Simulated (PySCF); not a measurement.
C$_{6}$H$_{10}$Si$_{2}$

```xyz
18

Si   -3.2615   -0.4779   -0.1299
C    -1.3978   -0.2096   -0.0364
C    -0.5975   -0.9093    0.8616
C     0.7697   -0.7102    0.9096
C     1.3970    0.1979    0.0619
Si    3.2604    0.4835    0.1078
C     0.5955    0.8985   -0.8370
C    -0.7699    0.6997   -0.8849
H    -3.5882   -1.1832   -1.3731
H    -3.9341    0.8238   -0.1224
H    -3.6906   -1.2736    1.0214
H    -1.0549   -1.6208    1.5361
H     1.3633   -1.2681    1.6216
H     3.8242   -0.2145    1.2645
H     3.5231    1.9214    0.2145
H     3.8650   -0.0269   -1.1265
H     1.0525    1.6141   -1.5078
H    -1.3651    1.2614   -1.5927
```

Geometry: GFN2-xTB.

These are results of PBE0/pcSseg-1, SCF density, gas phase, non-relativistic in PySCF, not measurements.

> Predict the electron density and electron localisation function between the atoms.

C–C (1.38 Å): the density is about 2.1 e/Å³ at the midpoint; the ELF peaks at about 0.95 between the atoms: a covalent bond.
C–Si (1.89 Å): ρ at the midpoint is about 0.94 e/Å³; the ELF peaks at about 0.95 between the atoms, as expected for a shared electron pair.
C–H (1.08 Å): ρ is about 2 e/Å³ halfway; the ELF climbs to about 1 towards the hydrogen, as it does in any bond to H: a covalent bond by its length.
Si–H (1.46 Å): the density is about 0.8 e/Å³ at the midpoint; the ELF climbs to about 1 towards the hydrogen.

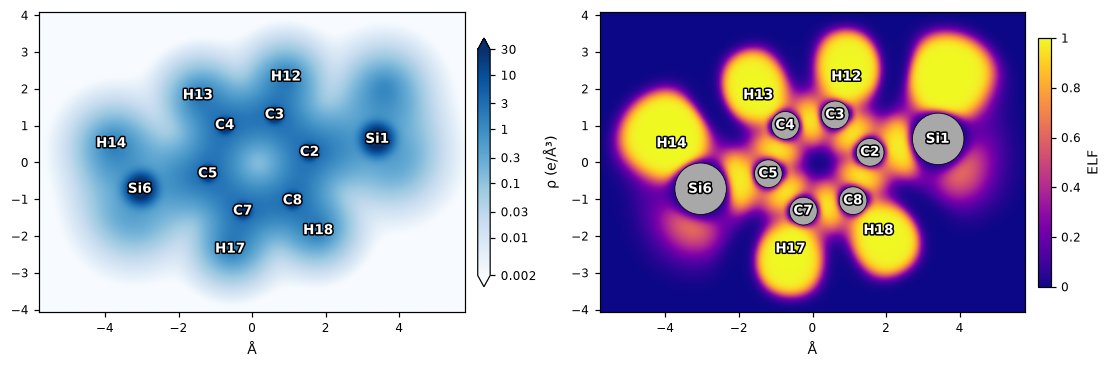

Computed electron density and electron localisation function on the plane of atoms Si1, C2 and C3, in this order. Grey discs cover the atomic cores in the ELF map. 
